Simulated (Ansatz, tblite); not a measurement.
# In3As3 wurtzite hole sphere (In₃As₃H₁₂): spin-state energies by level

Aim: set other spin states of In3As3 wurtzite hole sphere (In₃As₃H₁₂) against its singlet, on many levels of theory.

Method: as each input shows; program: Ansatz 0.2.0, Gaussian basis.

Plan: triplet, at the geometry of the singlet (GFN1-xTB, GFN2-xTB, PBE0-D4/def2-TZVP, PBE-D4/def2-TZVP); the singlet's energies come from earlier runs.

2 further runs of the same task are left out: 2 set aside as unsound or not needed.

### 1 The structure

The geometry is that of the singlet, from an earlier relaxation (r2SCAN-D4/def2-SVP).

18 atoms, charge 0, spin multiplicity 1.

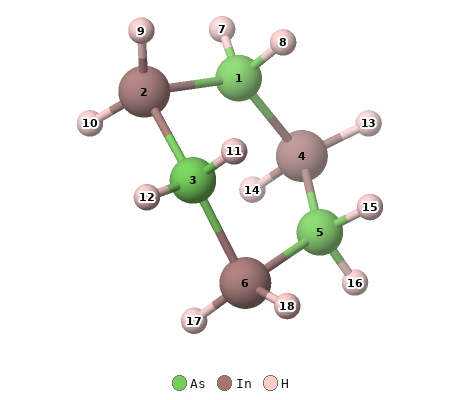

The geometry (arsenic green, indium brown, hydrogen pink); atoms are numbered from 1 in the order of the file.

In takes a core potential in the def2 sets. No spin-orbit coupling is included.

### 2 Triplet at the fixed geometry, GFN1-xTB

Tight binding, by tblite at 300 K electronic temperature and without a spin-polarisation term:

```python
tblite.interface.Calculator('GFN1-xTB', numbers, positions, charge=0, uhf=2).singlepoint()
```

Energy -491.2369 eV; 0.039 s.

### 3 Triplet at the fixed geometry, GFN2-xTB

Tight binding, by tblite at 300 K electronic temperature and without a spin-polarisation term:

```python
tblite.interface.Calculator('GFN2-xTB', numbers, positions, charge=0, uhf=2).singlepoint()
```

Energy -452.8788 eV; 0.029 s.

### 4 Triplet at the fixed geometry, PBE0-D4/def2-TZVP

Input file in.yaml:

```yaml
crystal:
  periodic: [false, false, false]
  atoms:
    - {symbol: As, position_ang: [-0.003981, -2.309905, -0.225965]}
    - {symbol: In, position_ang: [-2.489614, -1.432400, 0.440251]}
    - {symbol: As, position_ang: [-2.000225, 1.157922, -0.225555]}
    - {symbol: In, position_ang: [2.483261, -1.440839, 0.445721]}
    - {symbol: As, position_ang: [2.005237, 1.151982, -0.218049]}
    - {symbol: In, position_ang: [0.003820, 2.870867, 0.439490]}
    - {symbol: H, position_ang: [-0.006293, -3.794187, 0.070729]}
    - {symbol: H, position_ang: [-0.003175, -2.461073, -1.732020]}
    - {symbol: H, position_ang: [-3.583965, -2.062200, -0.732499]}
    - {symbol: H, position_ang: [-2.567166, -1.476605, 2.158826]}
    - {symbol: H, position_ang: [-2.137659, 1.237177, -1.730829]}
    - {symbol: H, position_ang: [-3.283104, 1.901447, 0.078520]}
    - {symbol: H, position_ang: [3.577862, -2.073238, -0.725418]}
    - {symbol: H, position_ang: [2.556541, -1.487796, 2.164452]}
    - {symbol: H, position_ang: [2.150227, 1.232942, -1.722519]}
    - {symbol: H, position_ang: [3.288899, 1.891149, 0.093364]}
    - {symbol: H, position_ang: [0.000369, 2.964203, 2.157886]}
    - {symbol: H, position_ang: [0.008943, 4.130566, -0.736386]}
basis:
  gaussian: {orbitals: def2-TZVP}
magnetization: {spin_polarized: true, initial_magnetization: 2}
hamiltonian: {xc: pbe0, dispersion: d4}
scf: {omitted_lower_state_checks: [starts]}
output: {orbitals: {seedname: orbitals}}
```

The run is started by

```console
> ansatz run in.yaml --threads 2 --pin off --events-out ev --progress --plain --max-ram 32768MiB --backend cuda --devices 0, --max-vram 18GiB
```

The log of the run:

```text
Functional definition: PBE0
  name "PBE0"
  cite "Adamo & Barone, J. Chem. Phys. 110, 6158 (1999) doi:10.1063/1.478522"
  cite "Perdew, Burke & Ernzerhof, Phys. Rev. Lett. 77, 3865 (1996) doi:10.1103/PhysRevLett.77.3865"
  parent pbe
  parameter a = 0.25
  parameter kappa = 0.804
  parameter beta = 0.06672455060314922
  exchange = (1 - a)*pbe_x(kappa = kappa, mu = beta*pi^2/3) + a*exact_x
  correlation = pbe_c(beta = beta)
these checks for a lower state are left out or cut short: starts
3030 factors; integrals over basis functions are off by at most 1.2e-3 eV
mean field evaluation 1: about -198212.5879 eV, gradient 2.0e1 eV
mean field evaluation 2: about -198207.8740 eV, gradient 3.0e1 eV
mean field evaluation 4: about -198214.7340 eV, gradient 3.3e0 eV
mean field evaluation 8: about -198214.9935 eV, gradient 1.1e0 eV
mean field evaluation 16: about -198215.1310 eV, gradient 2.5e-1 eV
mean field evaluation 32: about -198215.1468 eV, gradient 7.2e-3 eV
mean field -198215.14677700 eV, -7284.2722890028 hartree, gradient 1.3e-5 eV, S^2 2.006920; 0 other end points of the search recorded, 0 dependent functions left out
reference -198215.14686620 eV, -7284.2722922807 hartree; 88, 86 occupied and 278, 280 virtual orbitals, 3030 factors
Total energy: -198215.76450660 eV, -7284.2949901467 hartree
Checks for a lower state left out: starts
```

Wall time 9.5 s (1 × H100 (card shared with other runs) with 2 threads of AMD EPYC 7R13, shared host); peak host memory 1 GiB.

From the report: HOMO -2.71 eV, LUMO -5.94 eV (over both spins; with the spin held, an empty level of the minority spin lies below the top filled one); ⟨S²⟩ 2.007 (pure: 2.00).

### 5 Triplet at the fixed geometry, PBE-D4/def2-TZVP

start.molden holds the orbitals of an earlier run on this state, given as this run's starting guess.

Edit in.yaml of step 4 so:

```diff
@@ -22,5 +22,5 @@
 basis:
-  gaussian: {orbitals: def2-TZVP}
+  gaussian: {orbitals: def2-TZVP, initial_orbitals: start.molden}
 magnetization: {spin_polarized: true, initial_magnetization: 2}
-hamiltonian: {xc: pbe0, dispersion: d4}
+hamiltonian: {xc: pbe, dispersion: d4}
 scf: {omitted_lower_state_checks: [starts]}
```

The command is unchanged.

The log of the run:

```text
Functional definition: PBE
  name "PBE"
  cite "Perdew, Burke & Ernzerhof, Phys. Rev. Lett. 77, 3865 (1996) doi:10.1103/PhysRevLett.77.3865"
  parent pbe
  parameter kappa = 0.804
  parameter beta = 0.06672455060314922
  exchange = pbe_x(kappa = kappa, mu = beta*pi^2/3)
  correlation = pbe_c(beta = beta)
these checks for a lower state are left out or cut short: starts
2811 factors; their error is unknown
mean field evaluation 1: about -198209.4124 eV, gradient 1.1e1 eV
mean field evaluation 2: about -198209.7156 eV, gradient 4.7e-1 eV
mean field evaluation 4: about -198209.7602 eV, gradient 3.0e-1 eV
mean field evaluation 8: about -198209.7490 eV, gradient 2.4e-3 eV
mean field evaluation 16: about -198209.7490 eV, gradient 2.4e-5 eV
mean field -198209.74895854 eV, -7284.0739228331 hartree, gradient 1.8e-6 eV, S^2 2.003440; 0 other end points of the search recorded, 0 dependent functions left out
reference -198209.74907676 eV, -7284.0739271775 hartree; 88, 86 occupied and 278, 280 virtual orbitals, 2811 factors
Total energy: -198210.44039599 eV, -7284.0993326908 hartree
Checks for a lower state left out: starts
```

It took 8 s on 1 × H100 (card shared with other runs) with 2 threads of AMD EPYC 7R13, shared host; peak host memory 1.1 GiB.

Report: HOMO -2.11 eV, LUMO -6.37 eV (over both spins; with the spin held, an empty level of the minority spin lies below the top filled one); ⟨S²⟩ 2.003 (pure: 2.00).

### 6 Triplet less singlet, vertical

The singlet's energies are those of its earlier runs, whose logs aren't repeated here.

| level | triplet less singlet, vertical (kcal/mol) | time |
| --- | --- | --- |
| GFN1-xTB | +95.2 | 0.061 s |
| GFN2-xTB | +99.8 | 0.045 s |
| PBE-D4/def2-TZVP | +102.6 | 19 s |
| PBE0-D4/def2-TZVP | +112.1 | 18 s |

Times add the two runs; a level without a time comes out of a correlated run. Tight binding without a spin term can't rank spin states.

### 7 What came out

```
                                                quantity                                         value
triplet less singlet, vertical, functionals in def2-TZVP  +102.6 (PBE-D4) to +112.1 kcal/mol (PBE0-D4)
```

What this shows: All functionals put the triplet above the singlet, over a spread of 9.5 kcal/mol. The checks for a lower triplet were left out, so another state of that spin may lie lower. These are electronic energies, without zero-point motion, entropy or surroundings.
